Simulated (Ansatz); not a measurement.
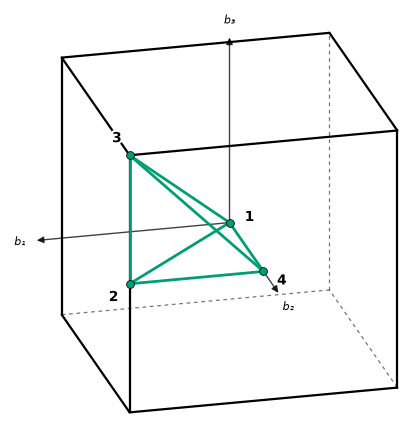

Crystal: K₃Ca₃Se, the end point of a relaxation with Ansatz, DFT PBE, scalar-relativistic, plane waves, PAW; the starting structure was generated, so it need not be a known form of this composition. The first Brillouin zone of a simple cubic lattice (cP; extended symbol cP2) is drawn with its special points numbered. The drawing is computed from the coordinates (standard cell, symmetry found to 0.002 Å).

a = 7.143 Å, b = 7.143 Å, c = 7.143 Å, α = 90.00°, β = 90.00°, γ = 90.00°.

Labels and path follow the convention of Hinuma et al. (2017), as computed by seekpath; the arrows show the directions of the reciprocal primitive vectors b₁, b₂, b₃, in which coordinates are given.

Give the label and coordinates of each numbered point.

```csv
no.,label,coordinates
1,Γ,"(0, 0, 0)"
2,M,"(1/2, 1/2, 0)"
3,R,"(1/2, 1/2, 1/2)"
4,X,"(0, 1/2, 0)"
```
